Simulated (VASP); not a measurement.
Band structure of CdF₂ (space group Fm-3m). Level of theory: LDA (Ceperley-Alder, Perdew-Zunger), VASP's LDA PAW potentials (set 64) (plane waves; VASP 6.6.1).

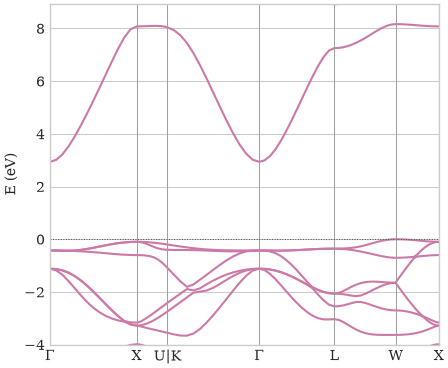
Bands along high-symmetry lines, zero at the valence-band maximum or, without a gap, the Fermi level

Task: Read the plot: is there a gap, and where are the band edges?

Result: The gap is indirect, 2.94 eV, from the valence maximum at W to the conduction minimum at Γ. (Edges off the drawn lines would not show.)

The structure comes from a computed database's CdF2 entry (Fm-3m); how it stands against other phases isn't given here. It was relaxed first.
